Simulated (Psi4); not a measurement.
# FIn (InF) at HF/def2-TZVPP (core potential, sweep point 4)

Wanted: a geometry optimisation of FIn (InF). 

The calculation is run with Psi4 1.11.

## 1. The structure to begin with

FIn: 2 atoms, total charge 0, spin state singlet. As SMILES, `[F][In]`. Geometry: a GFN2-xTB relaxation, a rough one for these elements and not checked as a minimum. The run starts from this shape.

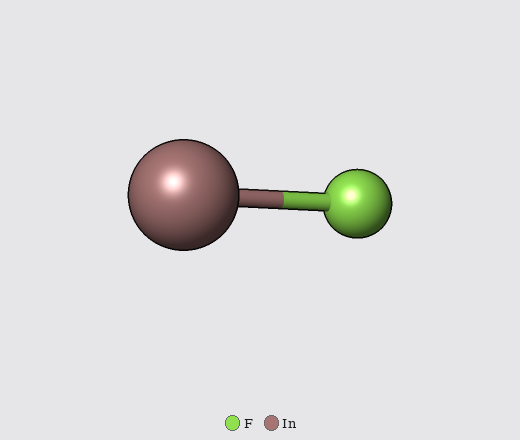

Viewed from a chosen angle; fluorine green, indium brown.

## 2. A geometry optimisation at HF/def2-TZVPP (core potential, sweep point 4)

Contents of calc.dat:

```
memory 1600 MB

molecule m {
  0 1
  F      0.000000     0.000000     0.000000
  In     0.000000     0.000000     2.025490
  units angstrom
  symmetry c1
}

set basis def2-TZVPP
set reference rhf
set puream true
set scf_type pk
set g_convergence gau_tight
set geom_maxiter 50

energy_value = optimize("hf")
```

Launch:

```
$ psi4 -n 1 calc.dat calc.out
```

calc.out:

```text
Psi4 1.11 release

gradient() will perform analytic gradient computation.

   => Loading Basis Set <=

    Name: DEF2-TZVPP
    Role: ORBITAL
    Keyword: BASIS

    !!!  WARNING: ECP capability is in beta. Please check occupations closely.  !!!

         ---------------------------------------------------------
                                   SCF
                              RHF Reference
                        1 Threads,   1525 MiB Core
         ---------------------------------------------------------

  ==> Geometry <==

    Molecular point group: c1
    Full point group: C_inf_v

    Geometry (in Angstrom), charge = 0, multiplicity = 1:

       Center              X                  Y                   Z               Mass
    ------------   -----------------  -----------------  -----------------  -----------------
         F            0.000000000000     0.000000000000    -1.738108223790    18.998403162730
         IN           0.000000000000     0.000000000000     0.287381776210   114.903878776000

  Running in c1 symmetry.

  Rotational constants: A = ************  B =      0.25204  C =      0.25204 [cm^-1]
  Rotational constants: A = ************  B =   7556.02145  C =   7556.02145 [MHz]
  Nuclear repulsion =   49.377924757283438

  Charge       = 0
  Multiplicity = 1
  Electrons    = 30
  Nalpha       = 15
  Nbeta        = 15

  ==> Algorithm <==

  SCF Algorithm Type is PK.
  DIIS enabled.
  MOM disabled.
  Fractional occupation disabled.
  Guess Type is SAD.
  Energy threshold   = 1.00e-08
  Density threshold  = 1.00e-08
  Integral threshold = 1.00e-12

  ==> Primary Basis <==

  Basis Set: DEF2-TZVPP
    Blend: DEF2-TZVPP
    Number of shells: 27
    Number of basis functions: 81
    Number of Cartesian functions: 95
    Spherical Harmonics?: true
    Max angular momentum: 3

  Core potential: DEF2-TZVPP
    Number of shells: 4
    Number of ECP primitives: 18
    Number of ECP core electrons: 28
    Max angular momentum: 3

  ==> Integral Setup <==

  Using in-core PK algorithm.
   Calculation information:
      Number of atoms:                   2
      Number of AO shells:              27
      Number of primitives:             49
      Number of atomic orbitals:        95
      Number of basis functions:        81

      Integral cutoff                 1.00e-12
      Number of threads:                 1

  Performing in-core PK
  Using 11032362 doubles for integral storage.
  We computed 67754 shell quartets total.
  Whereas there are 71631 unique shell quartets.

  ==> DiskJK: Disk-Based J/K Matrices <==

    J tasked:                  Yes
    K tasked:                  Yes
    wK tasked:                  No
    Memory [MiB]:             1144
    Schwarz Cutoff:          1E-12

  Minimum eigenvalue in the overlap matrix is 2.8784177110E-03.
  Reciprocal condition number of the overlap matrix is 7.3859161334E-04.
    Using symmetric orthogonalization.

  ==> Pre-Iterations <==

  SCF Guess: Superposition of Atomic Densities via on-the-fly atomic UHF (no occupation information).

   -------------------------
    Irrep   Nso     Nmo
   -------------------------
     A         81      81
   -------------------------
    Total      81      81
   -------------------------

  ==> Iterations <==

                        Total Energy        Delta E     RMS |[F,P]|

   @RHF iter SAD:  -287.21288069706662   -2.87213e+02   0.00000e+00
   @RHF iter   1:  -288.63915914543372   -1.42628e+00   6.95064e-03 ADIIS/DIIS
   @RHF iter   2:  -288.70259796241271   -6.34388e-02   5.43964e-03 ADIIS/DIIS
   @RHF iter   3:  -288.75448554217166   -5.18876e-02   4.81950e-04 ADIIS/DIIS
   @RHF iter   4:  -288.75513043632003   -6.44894e-04   1.63637e-04 ADIIS/DIIS
   @RHF iter   5:  -288.75527595599897   -1.45520e-04   3.07799e-05 DIIS
   @RHF iter   6:  -288.75528631104282   -1.03550e-05   8.22972e-06 DIIS
   @RHF iter   7:  -288.75528688135978   -5.70317e-07   2.97801e-06 DIIS
   @RHF iter   8:  -288.75528695951607   -7.81563e-08   8.68253e-07 DIIS
   @RHF iter   9:  -288.75528696511822   -5.60215e-09   1.69407e-07 DIIS
   @RHF iter  10:  -288.75528696535451   -2.36298e-10   4.02133e-08 DIIS
   @RHF iter  11:  -288.75528696536560   -1.10845e-11   4.65969e-09 DIIS
  Energy and wave function converged.

  ==> Post-Iterations <==

    Orbital Energies [Eh]
    ---------------------

    Doubly Occupied:

       1A    -26.173410     2A     -5.385957     3A     -3.642257
       4A     -3.642257     5A     -3.634360     6A     -1.442668
       7A     -1.029757     8A     -1.029757     9A     -1.022344
      10A     -1.022344    11A     -1.020012    12A     -0.570626
      13A     -0.531583    14A     -0.531583    15A     -0.353891

    Virtual:

      16A      0.018737    17A      0.018737    18A      0.068134
      19A      0.147332    20A      0.147332    21A      0.196497
      22A      0.260280    23A      0.260280    24A      0.273980
[... 18 lines of this table left out ...]
      79A     39.540417    80A     58.609407    81A    125.586967

    Final Occupation by Irrep:
              A
    DOCC [    15 ]
    NA   [    15 ]
    NB   [    15 ]

  @RHF Final Energy:  -288.75528696536560

   => Energetics <=

    Nuclear Repulsion Energy =             49.3779247572834379
    One-Electron Energy =                -574.2008173348455102
    Two-Electron Energy =                 236.0676056121964166
    Total Energy =                       -288.7552869653655989

Computation Completed

Properties will be evaluated at   0.000000,   0.000000,   0.000000 [a0]

Properties computed using the SCF density matrix

 Multipole Moments:

[... 5 lines left out ...]
 Dipole X            :         -0.0000001            0.0000000           -0.0000001
[... 83 lines left out ...]
	                                 ==> Convergence Check <==
[... 8 lines left out ...]
	  Convergence Criteria              o    1.50e-05 *    1.00e-05 *    6.00e-05 *    4.00e-05 *~
[... 112 lines left out ...]
   @RHF iter   0:  -288.77070840557053   -2.88771e+02   1.30743e-03
[... 2 lines left out ...]
   @RHF iter   3:  -288.75602604743347   -1.87455e-05   1.13298e-05 DIIS
[... 2 lines left out ...]
   @RHF iter   6:  -288.75602671298680   -5.98527e-09   2.28980e-07 DIIS
[... 2 lines left out ...]
   @RHF iter   9:  -288.75602671352988   -1.93268e-12   4.07014e-09 DIIS
[... 10 lines left out ...]
  @RHF Final Energy:  -288.75602671352988
[... 5 lines left out ...]
    Two-Electron Energy =                 237.4844637914664816
[... 16 lines left out ...]
 Dipole Y            :          0.0000000            0.0000000            0.0000000
[... 68 lines left out ...]
	Measures of convergence in internal coordinates in au.
[... 84 lines left out ...]
                        Total Energy        Delta E     RMS |[F,P]|
[... 3 lines left out ...]
   @RHF iter   2:  -288.75604840518832   -1.08129e-06   1.68072e-05 DIIS
[... 2 lines left out ...]
   @RHF iter   5:  -288.75604891161009   -2.47121e-09   1.74638e-07 DIIS
[... 2 lines left out ...]
   @RHF iter   8:  -288.75604891178227   -1.76215e-12   2.60062e-09 DIIS
[... 10 lines left out ...]
  @RHF Final Energy:  -288.75604891178227
[... 5 lines left out ...]
    Two-Electron Energy =                 237.2528121169337965
[... 16 lines left out ...]
 Dipole Y            :          0.0000000            0.0000000            0.0000000
[... 68 lines left out ...]
	Measures of convergence in internal coordinates in au.
[... 84 lines left out ...]
                        Total Energy        Delta E     RMS |[F,P]|
[... 3 lines left out ...]
   @RHF iter   2:  -288.75604930524372   -1.99641e-08   2.28655e-06 DIIS
[... 2 lines left out ...]
   @RHF iter   5:  -288.75604931461498   -4.58158e-11   2.37222e-08 DIIS
[... 5 lines left out ...]
    Final Occupation by Irrep:
[... 10 lines left out ...]
    One-Electron Energy =                -576.6600379404451360
[... 16 lines left out ...]
 Dipole X            :         -0.0000000            0.0000000           -0.0000000
[... 67 lines left out ...]
	                                 ==> Convergence Check <==
[... 8 lines left out ...]
	  Convergence Criteria              o    1.50e-05 *    1.00e-05 *    6.00e-05 *    4.00e-05 *
[... 80 lines left out ...]
   @RHF iter   1:  -288.75604932174906   -4.15286e-05   4.41577e-07 DIIS
[... 2 lines left out ...]
   @RHF iter   4:  -288.75604932230419   -6.19593e-12   1.47888e-08 DIIS
[... 5 lines left out ...]
    Final Occupation by Irrep:
[... 10 lines left out ...]
    One-Electron Energy =                -576.6512834461755119
[... 16 lines left out ...]
 Dipole X            :         -0.0000000            0.0000000           -0.0000000
[... 67 lines left out ...]
	                                 ==> Convergence Check <==
[... 8 lines left out ...]
	  Convergence Criteria              o    1.50e-05 *    1.00e-05 *    6.00e-05 *    4.00e-05 *
[... 26 lines left out ...]
    Geometry (in Angstrom), charge = 0, multiplicity = 1:

       Center              X                  Y                   Z               Mass
    ------------   -----------------  -----------------  -----------------  -----------------
         F            0.000000000000     0.000000000000    -1.695595651157    18.998403162730
         IN           0.000000000000     0.000000000000     0.280352674991   114.903878776000

  Running in c1 symmetry.

  Rotational constants: A = ************  B =      0.26484  C =      0.26484 [cm^-1]
  Rotational constants: A = ************  B =   7939.66581  C =   7939.66581 [MHz]
  Nuclear repulsion =   50.615945514927930

  Charge       = 0
  Multiplicity = 1
  Electrons    = 30
  Nalpha       = 15
  Nbeta        = 15

  ==> DiskJK: Disk-Based J/K Matrices <==

    J tasked:                  Yes
    K tasked:                  Yes
    wK tasked:                  No
    Memory [MiB]:             1144
    Schwarz Cutoff:          1E-12

  Minimum eigenvalue in the overlap matrix is 2.8711209191E-03.
  Reciprocal condition number of the overlap matrix is 7.2895176342E-04.
    Using symmetric orthogonalization.

  ==> Iterations <==

                        Total Energy        Delta E     RMS |[F,P]|

   @RHF iter   0:  -288.75605503640213   -2.88756e+02   5.52506e-07
   @RHF iter   1:  -288.75604932243544    5.71397e-06   6.08160e-08 DIIS
   @RHF iter   2:  -288.75604932244306   -7.61702e-12   4.33647e-08 DIIS
   @RHF iter   3:  -288.75604932244562   -2.55795e-12   4.72203e-09 DIIS
  Energy and wave function converged.

  ==> Post-Iterations <==

    Orbital Energies [Eh]
    ---------------------

    Doubly Occupied:

       1A    -26.181389     2A     -5.381844     3A     -3.638311
       4A     -3.638311     5A     -3.630341     6A     -1.455815
       7A     -1.026021     8A     -1.026021     9A     -1.018840
      10A     -1.018840    11A     -1.016488    12A     -0.581048
      13A     -0.541520    14A     -0.541520    15A     -0.349443

    Virtual:

      16A      0.020731    17A      0.020731    18A      0.069857
      19A      0.148940    20A      0.148940    21A      0.199266
      22A      0.261722    23A      0.261722    24A      0.278369
[... 18 lines of this table left out ...]
      79A     39.579937    80A     58.614151    81A    125.595035

    Final Occupation by Irrep:
              A
    DOCC [    15 ]
    NA   [    15 ]
    NB   [    15 ]

  @RHF Final Energy:  -288.75604932244562

   => Energetics <=

    Nuclear Repulsion Energy =             50.6159455149279296
    One-Electron Energy =                -576.6524873814124703
    Two-Electron Energy =                 237.2804925440389354
    Total Energy =                       -288.7560493224456195

Computation Completed

Properties will be evaluated at   0.000000,   0.000000,   0.000000 [a0]

Properties computed using the SCF density matrix

 Multipole Moments:

 ------------------------------------------------------------------------------------
     Multipole            Electronic (a.u.)      Nuclear  (a.u.)        Total (a.u.)
 ------------------------------------------------------------------------------------

 L = 1.  Multiply by 2.5417464519 to convert [e a0] to [Debye]
 Dipole X            :         -0.0000000            0.0000000           -0.0000000
 Dipole Y            :          0.0000000            0.0000000            0.0000000
 Dipole Z            :         18.9492424          -17.7123173            1.2369251
 Magnitude           :                                                    1.2369251

 ------------------------------------------------------------------------------------

	total time  =          1 seconds =       0.02 minutes

         ------------------------------------------------------------
                                   SCF GRAD
         ------------------------------------------------------------

  ==> Geometry <==

    Molecular point group: c1
    Full point group: C_inf_v

    Geometry (in Angstrom), charge = 0, multiplicity = 1:

       Center              X                  Y                   Z               Mass
    ------------   -----------------  -----------------  -----------------  -----------------
         F            0.000000000000     0.000000000000    -1.695595651157    18.998403162730
         IN           0.000000000000     0.000000000000     0.280352674991   114.903878776000

  Nuclear repulsion =   50.615945514927930

  ==> DirectJKGrad: Integral-Direct SCF Gradients <==

    Gradient:                    1
    J tasked:                  Yes
    K tasked:                  Yes
    wK tasked:                  No
    Integrals threads:           1
    Schwarz Cutoff:          1E-12

  -Total Gradient:
     Atom            X                  Y                   Z
    ------   -----------------  -----------------  -----------------
       1       -0.000000000001    -0.000000000000     0.000001052940
       2        0.000000000001     0.000000000000    -0.000001052939

	total time  =          2 seconds =       0.03 minutes

    			-----------------------------------------

    			 OPTKING 3.0: for geometry optimizations

    			        with contributions from

    			-----------------------------------------

	                            ===> Fragment 1 <==

	 Z (Atomic Numbers)          Masses                          Geom
	       9.000000            18.998403          0.00000000  0.00000000 -3.20421140
	      49.000000            114.903879         0.00000000  0.00000000  0.52978977

	 - Coordinate -           - BOHR/RAD -       - ANG/DEG -
	 R(1,2)           =         3.734001           1.975948

	        --- Internal Coordinate Step in ANG or DEG, aJ/ANG or AJ/DEG ---
	-------------------------------------------------------------------------------
	           Coordinate      Previous         Force          Change          New
	           ----------      --------        ------          ------        ------
	               R(1,2)       1.97595        0.00001        0.00000       1.97595
	-------------------------------------------------------------------------------

	                                 ==> Convergence Check <==

	Measures of convergence in internal coordinates in au.

	Criteria marked as inactive (o), active & met (*), and active & unmet ( ).

	----------------------------------------------------------------------------------------------
	   Step    Total Energy     Delta E     Max Force     RMS Force      Max Disp      RMS Disp
	----------------------------------------------------------------------------------------------
	  Convergence Criteria              o    1.50e-05 *    1.00e-05 *    6.00e-05 *    4.00e-05 *
	----------------------------------------------------------------------------------------------
	     6    -288.75604932   -1.41e-10 o    1.05e-06 *    1.05e-06 *    6.32e-06 *    6.32e-06 *  ~
	----------------------------------------------------------------------------------------------

Next Geometry in Ang
	Fragment 1 (Ang)

	    F   0.0000000000   0.0000000000  -1.6955973231
	   In   0.0000000000   0.0000000000   0.2803543469

    Final optimized geometry and variables:
    Molecular point group: c1
    Full point group: C_inf_v

    Geometry (in Angstrom), charge = 0, multiplicity = 1:

    F            0.000000000000     0.000000000000    -1.695595651157
    IN           0.000000000000     0.000000000000     0.280352674991

    Psi4 run time: 0:00:19.78

[set-up sections that repeat, and orbital energies of the middle runs, are left out above]
```

Standard output:

```text
Optimizer: Optimization complete!
```

It took 21 s on 1 thread of Intel Xeon 6975P-C (Granite Rapids), shared host; peak memory 0.34 GiB.

Step by step:

```tsv
step	energy from the first frame kept (eV)	largest force (eV/Å)
0	0.0000	0.8021
1	-0.0201	0.1527
2	-0.0207	0.0203
3	-0.0207	0.0028
4	-0.0207	0.0004
5	-0.0207	0.0001
```

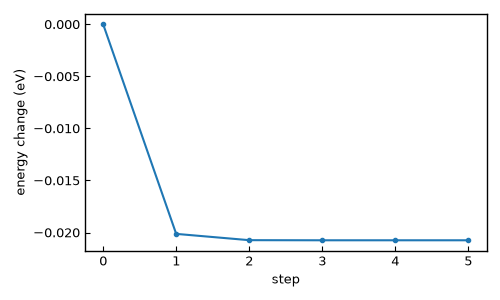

Energy along the run.

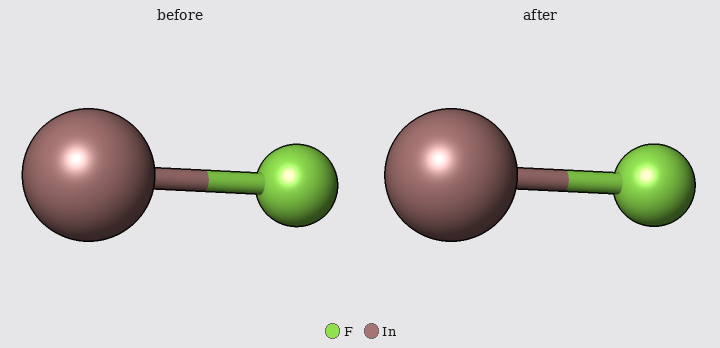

Before and after, at one scale.

After the run. Bond lengths: F1–In2 1.976 Å.

## 3. Summary of results

Level: HF/def2-TZVPP (core potential, sweep point 4).

```
               quantity          value
total energy at the end  -288.75605 Eh
          dipole moment         3.14 D
            HOMO energy       -9.51 eV
            LUMO energy        0.56 eV
          HOMO–LUMO gap       10.07 eV
            bond length        1.976 Å
```

What this shows: At the final geometry: Bond lengths: F1–In2 1.976 Å. The optimisation took 6 steps and changed the energy by -0.021 eV.
